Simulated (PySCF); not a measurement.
## Frequency calculation, with input and output: AsF$_{3}$ (charge +1)

The run: frequency calculation of AsF$_{3}$, charge +1, multiplicity 2. Method and program: UKS-based PBE0, As def2-TZVP, F def2-TZVP; non-relativistic Hamiltonian; density fitting (PySCF 2.14.0).

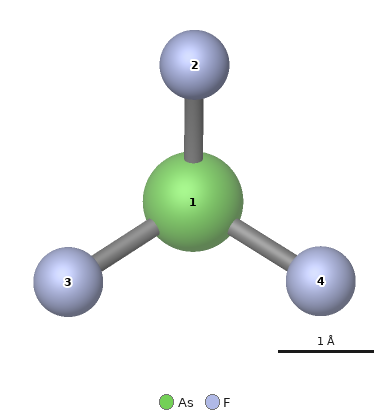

The input geometry (ball-and-stick view, seen on its broad side; atoms are numbered from 1 in the order of the input).

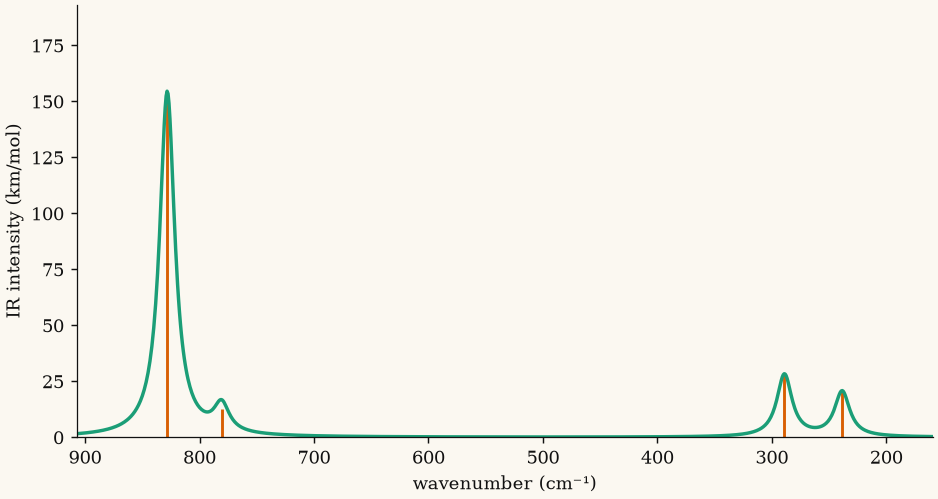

Harmonic infrared spectrum, unscaled: sticks (degenerate modes added up, dark ones marked on the axis) with a Lorentzian envelope of 16 cm⁻¹ full width, scaled to the tallest stick. 6 modes from 239 to 828 cm⁻¹, none imaginary. The strongest line is at 828 cm⁻¹ (155 km/mol). All modes, in cm⁻¹ (km/mol): 239 (10.1), 239 (10.1), 289 (28), 781 (12.6), 828 (77), 828 (77).

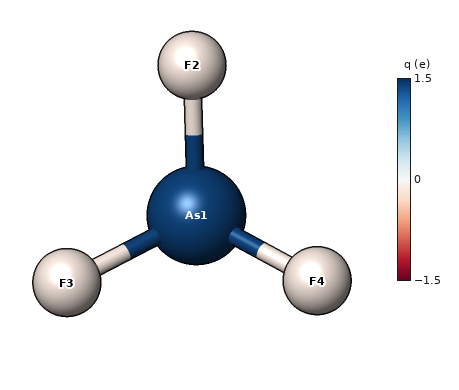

Mulliken charges, as the colour of each atom (ball-and-stick view, seen on its broad side; atoms are numbered from 1 in the order of the input). By element: As +1.39 and F −0.13 e.

The input that produced these results follows, with the program's output.

The input:
```python
from pyscf import gto, scf, dft
mol = gto.M(atom='''
As     0.000000    -0.000000    -0.266852
F      1.535063    -0.000000     0.353054
F     -0.767532     1.329404     0.353054
F     -0.767532    -1.329404     0.353054''',
    basis={'As': 'def2-TZVP', 'F': 'def2-TZVP'},
    charge=1, spin=1)
mf = dft.UKS(mol, xc='PBE0')
mf.grids.atom_grid = (75, 302)
aux = {'As': 'def2-universal-JKFIT', 'F': 'def2-universal-JKFIT'}
mf = mf.density_fit(auxbasis=aux)
mf.conv_tol = 1e-09
mf.diis_space = 10
mf.max_cycle = 60
mf.verbose = 4
mf.kernel()
```

The script is an equivalent of the set-up of the self-consistent field. The run itself was carried out by a driver, which started from the orbitals of the step before it where there was one and computed the further properties.

Launched with:
```bash
OMP_NUM_THREADS=4 python axn.py task.json out
```

Output:
```
init E= -2534.63004440818
  alpha nocc = 30  HOMO = -0.656161226140973  LUMO = -0.255537112769391
  beta  nocc = 29  HOMO = -0.739797367266684  LUMO = -0.511758062698931
  HOMO = -0.656161226141  LUMO = -0.511758062699  gap/eV = 3.92941
cycle= 1 E= -2534.63004440802  delta_E= 1.56e-10  |g|= 2.57e-05  |ddm|= 1.75e-05
  alpha nocc = 30  HOMO = -0.656161286897053  LUMO = -0.255537326155868
  beta  nocc = 29  HOMO = -0.739798415447553  LUMO = -0.511758058270644
  HOMO = -0.656161286897  LUMO = -0.511758058271  gap/eV = 3.92941
cycle= 2 E= -2534.63004440743  delta_E= 5.85e-10  |g|= 5.05e-05  |ddm|= 3.43e-05
  alpha nocc = 30  HOMO = -0.656161231485868  LUMO = -0.255537223777232
  beta  nocc = 29  HOMO = -0.739797817454902  LUMO = -0.511758039779245
  HOMO = -0.656161231486  LUMO = -0.511758039779  gap/eV = 3.92941
cycle= 3 E= -2534.63004440822  delta_E= -7.89e-10  |g|= 5.46e-07  |ddm|= 2.28e-05
  alpha nocc = 30  HOMO = -0.656161228635192  LUMO = -0.25553720960178
  beta  nocc = 29  HOMO = -0.739797753648918  LUMO = -0.511758040460684
  HOMO = -0.656161228635  LUMO = -0.511758040461  gap/eV = 3.92941
cycle= 4 E= -2534.63004440822  delta_E= 2.27e-12  |g|= 7.46e-08  |ddm|= 2.9e-07
  alpha nocc = 30  HOMO = -0.656161233823859  LUMO = -0.255537208007953
  beta  nocc = 29  HOMO = -0.739797765302468  LUMO = -0.511758044159372
  HOMO = -0.656161233824  LUMO = -0.511758044159  gap/eV = 3.92941
Extra cycle  E= -2534.63004440825  delta_E= -2.55e-11  |g|= 7.95e-08  |ddm|= 1.03e-07
converged SCF energy = -2534.63004440825  <S^2> = 0.75425123  2S+1 = 2.0042467
```

Results in brief:

```tsv
quantity	value
outcome	converged
total energy	−2534.630044 hartree
⟨S²⟩	0.754
zero-point energy	0.007298 hartree
wavenumbers, lowest and highest	239 and 828 cm⁻¹
hardware	4 threads of Arm Neoverse V2, 24 GiB of memory available, shared host
wall time	47 s (CPU time 2.6 min)
peak memory	1.4 GiB
```
